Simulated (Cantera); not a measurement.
Input: 1 mol SiCl4, 3.2 mol HCl, 2.8 mol H2, 0.044 mol Cl2, held at 75.0 Torr.

Cantera equilibrium calculation (NASA polynomials, part measured and part estimated; ideal gas, pure solids and liquids). Candidate condensed phases: Si; 19 gas species. The tables' values for SiCl3 are old estimates; treat these amounts as uncertain. Rates play no part.

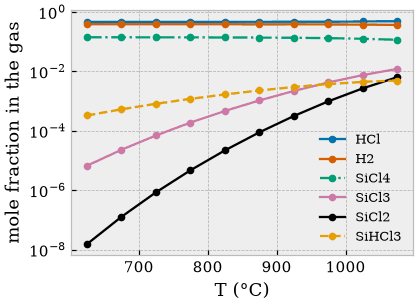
Fig. 1. Equilibrium gas composition (values under 1e-9 drawn at 1e-9)

From 625 °C to 1075 °C nothing is condensed. The main Si-bearing gas is SiCl4 throughout.
